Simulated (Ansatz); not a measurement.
```
N As Ga
1.0
     3.80949    0.00000    0.00000
     0.00000    7.64770    0.00000
     0.00000    0.00000   10.77204
N As Ga
2 6 8
Cartesian
  0.0000 0.0000 0.0347
  0.0000 3.8238 5.4207
  1.9047 5.7235 2.6804
  1.9047 1.8996 8.0664
  1.9047 1.9242 2.6804
  1.9047 5.7481 8.0664
  0.0000 3.8238 0.0389
  0.0000 0.0000 5.4249
  1.9047 3.8238 4.3088
  1.9047 0.0000 9.6948
  0.0000 5.9839 1.1957
  0.0000 2.1601 6.5817
  0.0000 1.6638 1.1957
  0.0000 5.4876 6.5817
  1.9047 0.0000 4.0236
  1.9047 3.8238 9.4096
```

Space group Amm2; started from the ordered alloy on zincblende lattice prototype, which need not be the ambient phase.

Method: DFT, r2SCAN, plane waves, PAW in Ansatz.

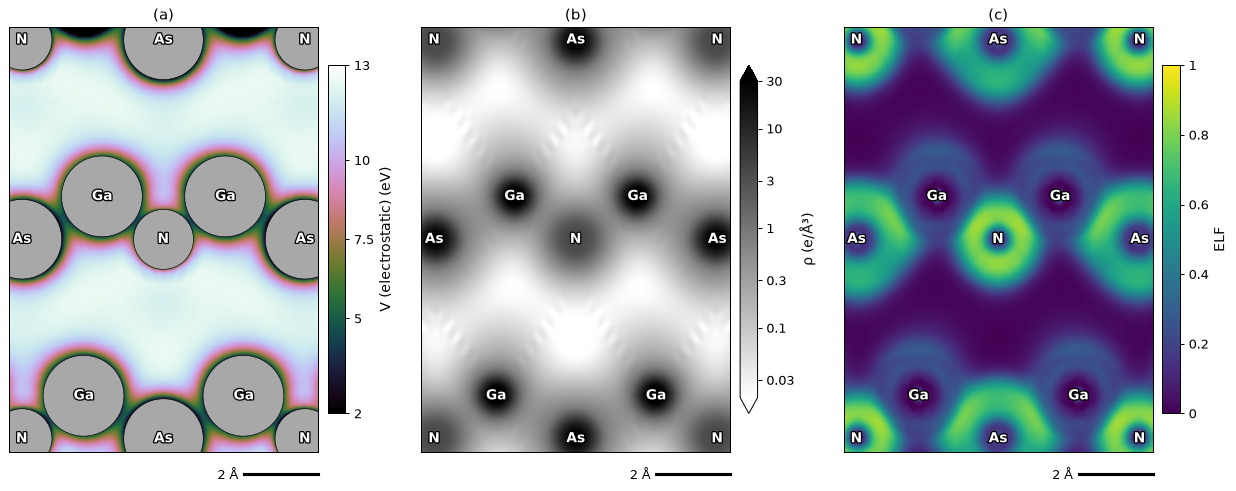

Ga4As3N. (a) electrostatic potential energy of an electron; (b) valence pseudo-density; (c) electron localisation function on the (100) plane of the conventional cell. Grey discs cover the atomic cores in the potential map.

In a PAW calculation such maps are meaningful between the atoms, not at the nuclei.

> Read the bonding off the picture.

Atoms in the plane: N, As and Ga. Ga–N (2.03 Å): ρ is about 0.65 e/Å³ halfway; the ELF peaks at about 0.85 in the valence shell of N, 0.7 Å from its nucleus, and is about 0.50 at the midpoint. Ga–As (2.45 Å): the density is about 0.5 e/Å³ at the midpoint; the ELF peaks at about 0.80 between the atoms, as expected for localised, covalent bonding. Between the atoms the lowest density in this plane is 0.01 e/Å³. Outside the cores the potential energy rises away from the atoms and is highest about 1.4 Å from the nearest atoms; its zero is arbitrary.
